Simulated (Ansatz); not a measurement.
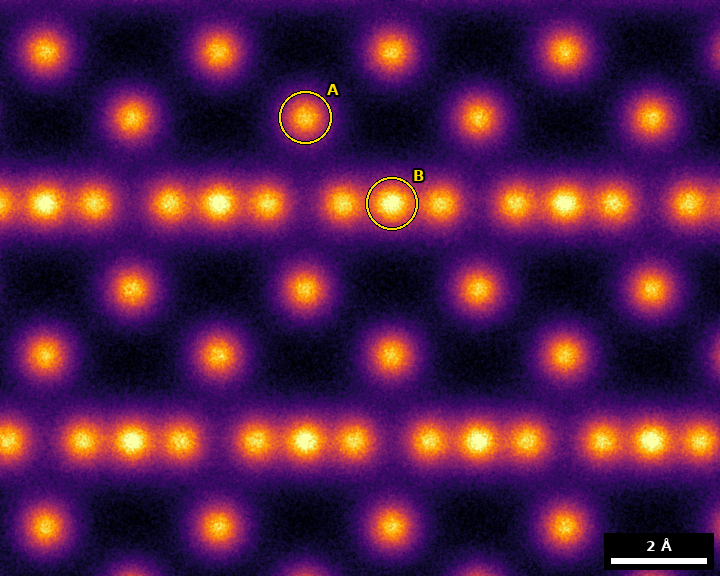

Integrated-DPC-like image of OsI₄ (Cmmm, No. 65) along [101]. Simulated as the projected potential of neutral atoms (B = 0.5 Å²) blurred by a 0.50 Å probe, the thin-sample limit of integrated differential phase contrast. The display is stretched by a gamma of 0.8; percentages refer to the linear signal. Shot noise was added. Structure: coordinates from a relaxation with DFT, PAW plane waves, pbe, spin-orbit in Ansatz; the starting structure was generated, so it need not be a known form of this composition.

```
CELL_PARAMETERS angstrom
9.32586 0.00000 0.00000
0.00000 10.10370 0.00000
0.00000 0.00000 4.00857
ATOMIC_POSITIONS crystal
I 0.50000 0.68070 0.50000
I 0.50000 0.31930 0.50000
Os 0.00000 0.00000 0.00000
I 0.28627 0.00000 0.00000
I 0.71373 0.00000 0.00000
I 0.00000 0.18070 0.50000
I 0.00000 0.81930 0.50000
Os 0.50000 0.50000 0.00000
I 0.78627 0.50000 0.00000
I 0.21373 0.50000 0.00000
```

**Assign the marked columns.**

A: I (1 I per 10.15 Å along the beam; about 80 % of the brightest peak). B: Os (1 Os per 10.15 Å along the beam; the brightest kind). Brightness is counted from the darkest point of the image.
